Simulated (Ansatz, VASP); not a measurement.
## SrGeC: VASP beside Ansatz

One calculation is typed for both programs; each brings its own data sets and cutoff. How far apart do they land? The cell is invented: As first built, before any earlier steps moved the atoms: it takes the SrSiGe structure with some of its atoms replaced by other elements, volume scaled by an estimate. It may not be a known or stable phase. The cell comes out of earlier VASP steps on this material, which relaxed, scaled or displaced it; both programs get it as it stands.

Calculated with Ansatz 0.2.0; plane waves, with VASP 6.6.1 beside it; relaxation of cell and atoms at BLYP.

## Step 1: The structure

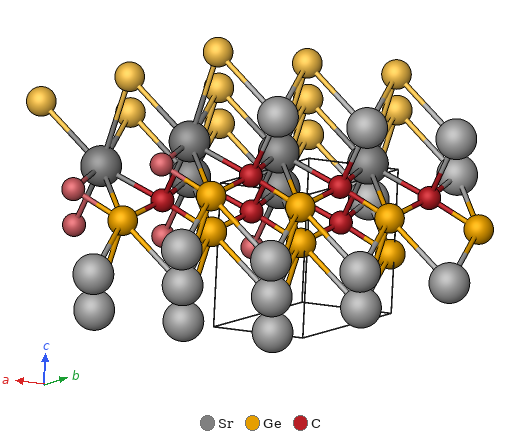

Start, viewed from a free direction; strontium grey, germanium orange, carbon red. 3×2×1 cells are drawn. Some periodic images of atoms are drawn too.

Structure file:

```cif
data_structure
_symmetry_space_group_name_H-M 'P1'
_symmetry_Int_Tables_number 1
_cell_length_a 3.3735
_cell_length_b 4.2143
_cell_length_c 5.1231
_cell_angle_alpha 95.313
_cell_angle_beta 90.437
_cell_angle_gamma 113.411
_cell_volume 66.47
loop_
_atom_site_label
_atom_site_type_symbol
_atom_site_symmetry_multiplicity
_atom_site_Wyckoff_symbol
_atom_site_fract_x
_atom_site_fract_y
_atom_site_fract_z
_atom_site_occupancy
Sr1 Sr 1 a 0.66942 0.33977 0.07039 1
Ge1 Ge 1 a 0.95514 0.90156 0.56733 1
C1 C 1 a 0.38298 0.76147 0.35794 1
```

## Step 2: VASP: relaxation of cell and atoms, BLYP

The relaxed volume is the usual yardstick between codes: its relative difference is about their pressure difference at one cell divided by the bulk modulus.

Lines of VASP's logs that name or quote its potential files are left out, and so is its time.

Input file INCAR:

```
SYSTEM = SrGeC
PREC = Accurate
ENCUT = 520
EDIFF = 1E-06
NELM = 100
ISMEAR = -1
SIGMA = 0.05
LREAL = .FALSE.
ALGO = Normal
GGA = B5
ALDAX = 1
AGGAX = 1
AGGAC = 1
ALDAC = 0
NBANDS = 20
LORBIT = 11
LWAVE = .FALSE.
LCHARG = .FALSE.
IBRION = 2
NSW = 60
ISIF = 3
EDIFFG = -0.01
```

Input file POSCAR:

```
SrGeC
1.0
    3.3730588143     -0.0457065981     -0.0309287986
   -1.6442239679      3.8816435459      0.2693264257
    0.0105533315      0.1982390978      5.1192199448
Sr Ge C
1 1 1
Direct
    0.6703451797      0.3397674153      0.9296102585
    0.9464249445      0.9015636565      0.4326727759
    0.3784948758      0.7614719281      0.6420569657
```

Input file KPOINTS:

```
Automatic mesh
0
Gamma
7 6 5
0 0 0
```

Potentials, in the order of the species: Sr_sv, Ge_d and C (PBE family, release 64).

Command:

```console
$ mpirun -np 1 vasp_std
```

Numbers of over 12 decimals in the logs are rounded to 6 here.

Log:

```text
[banner, memory and clock lines left out]
running    1 mpi-ranks, on    1 nodes
 distrk:  each k-point on    1 cores,    1 groups
 distr:  one band on    1 cores,    1 groups

 POSCAR found type information on POSCAR SrGeC
 POSCAR found :  3 types and       3 ions
|                                                                             |
|               ----> ADVICE to this user running VASP <----                  |
|                                                                             |
|     You enforced a specific xc type in the INCAR file but a different       |
|     [... a line on the potential file left out ...]
|     I HOPE YOU KNOW WHAT YOU ARE DOING!                                     |
|                                                                             |

 LDA part: xc-table for (Slater(with rela. corr.)+VWN5), standard interpolation
 POSCAR, INCAR and KPOINTS ok, starting setup
 FFT: planning ... GRIDC
 FFT: planning ... GRID_SOFT
 FFT: planning ... GRID
 WAVECAR not read
 entering main loop
       N       E                     dE             d eps       ncg     rms          rms(c)
DAV:   1     0.233755065382E+03    0.23376E+03   -0.14085E+04  4836   0.255E+03
DAV:   2     0.167716046870E+02   -0.21698E+03   -0.20841E+03  4428   0.637E+02
DAV:   3    -0.131642797161E+02   -0.29936E+02   -0.29541E+02  5092   0.139E+02
DAV:   4    -0.156586775352E+02   -0.24944E+01   -0.24877E+01  7392   0.351E+01
DAV:   5    -0.157056503452E+02   -0.46973E-01   -0.46948E-01  5404   0.407E+00    0.172E+01
DAV:   6    -0.130733850951E+02    0.26323E+01   -0.28767E+01  5808   0.216E+01    0.134E+01
DAV:   7    -0.127828323284E+02    0.29055E+00   -0.23014E+00  5268   0.671E+00    0.847E+00
DAV:   8    -0.127853554188E+02   -0.25231E-02   -0.47564E-01  5624   0.385E+00    0.107E+00
DAV:   9    -0.127698313834E+02    0.15524E-01   -0.83171E-02  6408   0.145E+00    0.332E-01
DAV:  10    -0.127705323123E+02   -0.70093E-03   -0.61742E-03  4984   0.490E-01    0.109E-01
DAV:  11    -0.127707408740E+02   -0.20856E-03   -0.48058E-04  5764   0.127E-01    0.493E-02
DAV:  12    -0.127707531735E+02   -0.12299E-04   -0.51518E-05  5028   0.624E-02    0.164E-02
DAV:  13    -0.127707562197E+02   -0.30462E-05   -0.13638E-05  5456   0.247E-02    0.404E-03
DAV:  14    -0.127707566604E+02   -0.44068E-06   -0.11621E-06  3964   0.899E-03
   1 F= -.12770757E+02 E0= -.12769749E+02  d E =-.127708E+02
[... from here on, the cycles between the ionic steps are left out ...]
   2 F= -.12771921E+02 E0= -.12770963E+02  d E =-.116447E-02
   3 F= -.12771951E+02 E0= -.12770999E+02  d E =-.119418E-02
   4 F= -.12772557E+02 E0= -.12771564E+02  d E =-.606410E-03
   5 F= -.12772612E+02 E0= -.12771604E+02  d E =-.661408E-03
   6 F= -.12772871E+02 E0= -.12771839E+02  d E =-.258386E-03
   7 F= -.12772911E+02 E0= -.12771863E+02  d E =-.298973E-03
   8 F= -.12772913E+02 E0= -.12771867E+02  d E =-.301069E-03
 curvature:  -1.41 expect dE=-0.103E-03 dE for cont linesearch -0.224E-07
 trial: gam= 0.19317 g(F)=  0.518E-04 g(S)=  0.211E-04 ort = 0.296E-05 (trialstep = 0.125E+01)
 search vector abs. value=  0.947E-04
 bond charge predicted
       N       E                     dE             d eps       ncg     rms          rms(c)
DAV:   1    -0.127729894722E+02   -0.76192E-04   -0.21207E-02  4396   0.114E+00    0.583E-02
DAV:   2    -0.127729826091E+02    0.68631E-05   -0.40514E-04  5696   0.214E-01    0.341E-02
DAV:   3    -0.127729641948E+02    0.18414E-04   -0.32483E-05  6780   0.728E-02    0.100E-02
DAV:   4    -0.127729634757E+02    0.71917E-06   -0.49602E-06  5712   0.203E-02
   9 F= -.12772963E+02 E0= -.12771935E+02  d E =-.501575E-04
 trial-energy change:   -0.000050  1 .order   -0.000048   -0.000092   -0.000004
 step:   1.3026(harm=  1.3026)  dis= 0.00155  next Energy=   -12.772961 (dE=-0.479E-04)
 reached required accuracy - stopping structural energy minimisation
```

From OUTCAR (step 2):

```text
ion  position               nearest neighbor table
   1  0.670  0.340  0.930-   3 2.68   3 2.68   3 2.80   2 3.17   2 3.37   2 3.40   2 3.54   2 3.62
                             2 3.62
   2  0.946  0.902  0.433-   3 2.04   3 2.04   1 3.17   1 3.37   1 3.40   1 3.54   1 3.62   1 3.62

  LATTYP: Found a triclinic cell.
 ALAT       =     4.2142752191
 B/A-ratio  =     2.0931485096
 C/A-ratio  =     0.8004959526
 COS(alpha) =     0.0016380414
 COS(beta)  =     0.3973271507
 COS(gamma) =     0.7497703648

 Subroutine GETGRP returns: Found  1 space group operations
 (whereof  1 operations were pure point group operations)

The static configuration has the point symmetry C_1 .

 Found    106 irreducible k-points:

   k-points           NKPTS =    106   k-points in BZ     NKDIM =    106   number of bands    NBANDS=     20

   dimension x,y,z NGX =    28 NGY =   32 NGZ =   40
   dimension x,y,z NGXF=    56 NGYF=   64 NGZF=   80

   ENCUT  =  520.0 eV  38.22 Ry    6.18 a.u.   6.27  7.85  9.53*2*pi/ulx,y,z

   NELECT =      28.0000    total number of electrons

 k-points in reciprocal lattice and weights: Automatic mesh
   0.00000000  0.00000000  0.00000000       0.005
   0.14285714  0.00000000 -0.00000000       0.010
   0.28571429  0.00000000 -0.00000000       0.010
   0.42857143 -0.00000000 -0.00000000       0.010
   0.00000000  0.16666667  0.00000000       0.010
   0.14285714  0.16666667 -0.00000000       0.010
   0.28571429  0.16666667 -0.00000000       0.010
   0.42857143  0.16666667 -0.00000000       0.010
  -0.42857143  0.16666667  0.00000000       0.010
[...]
-0.28571429 -0.16666667  0.40000000       0.010
  -0.14285714 -0.16666667  0.40000000       0.010

 average (electrostatic) potential at core
       1 -37.6111       2 -74.9319       3 -50.2638

 E-fermi :   4.0374

 k-point     1 :       0.0000    0.0000    0.0000
  band No.  band energies     occupation
    ...
     10      -8.0029      2.00000
     11      -1.0390      2.00000
     12       2.1129      2.00000
     13       2.1805      2.00000
     14       2.3064      2.00000
     15       4.8371      0.00000
     16       6.7195      0.00000
     17       7.3161      0.00000
     18       7.5594      0.00000
     19       9.6970      0.00000
    ...

 k-point     2 :       0.1429    0.0000   -0.0000
  band No.  band energies     occupation
    ...
     10      -7.7378      2.00000
     11      -1.3009      2.00000
     12       1.4051      2.00000
     13       2.2117      2.00000
     14       2.6318      2.00000
     15       4.9569      0.00000
     16       6.9281      0.00000
     17       7.5152      0.00000
     18       8.1356      0.00000
     19       8.4926      0.00000
    ...

 k-point     3 :       0.2857    0.0000   -0.0000
  band No.  band energies     occupation
    ...
     10      -6.9932      2.00000
     11      -2.4151      2.00000
     12       0.9201      2.00000
     13       2.4722      2.00000
     14       2.9319      2.00000
     15       4.8460      0.00000
     16       6.6361      0.00000
     17       6.9619      0.00000
     18       7.7856      0.00000
     19       8.3580      0.00000
    ...

  Total        0.0004638     -0.0059211     -0.0153825      0.0054226      0.0036954      0.0073926
  in kB        0.0110539     -0.1411234     -0.3666252      0.1292406      0.0880751      0.1761938
  external PRESSURE =      -0.1655649 kB  Pullay stress =       0.0000000 kB

  energy-cutoff  :      520.00
  volume of cell :       67.22
      direct lattice vectors                 reciprocal lattice vectors
     3.373843506 -0.044225082 -0.022543350     0.297996777  0.125246231 -0.006411308
    -1.641681893  3.919855533  0.270025855     0.003302286  0.257208517 -0.010365402
     0.023582766  0.206218134  5.124638343     0.001136889 -0.013001792  0.195653689

 POSITION                                       TOTAL-FORCE (eV/Angst)
 -----------------------------------------------------------------------------------
      1.72018      1.49550      4.83701        -0.006501     -0.007414     -0.000849
      1.72942      3.59276      2.44636         0.003755      0.001085      0.007514
      0.04141      3.08753      3.48399         0.002746      0.006329     -0.006665
 -----------------------------------------------------------------------------------
    total drift:                                0.000477      0.000983      0.000411

  FREE ENERGIE OF THE ION-ELECTRON SYSTEM (eV)
  ---------------------------------------------------
  free  energy   TOTEN  =       -12.7729634757 eV

  energy  without entropy=      -12.7709066218  energy(sigma->0) =      -12.77193505

 reached required accuracy - stopping structural energy minimisation

 total charge
# of ion       s       p       d       tot
------------------------------------------
    1        2.024   5.785   0.261   8.070
    2        1.159   1.156  10.044  12.360
    3        0.887   1.395   0.000   2.282
--------------------------------------------------
tot          4.070   8.336  10.306  22.712

[... 3 further parts left out ...]
```

(Part 1 of 2 ends here.)

[Lines on the potential files, build, host, timing and source positions are cut from VASP's logs without a mark.]

[Logs are printed without paths, hosts, clocks, repeated set-up lines and the standing remarks that a program may print on its own settings, such as how far it seeks lower states.]

[Hosts, paths, dates, database ids (printed as entryN), source tags and the programs' standing remarks are cut or masked in the printed files.]
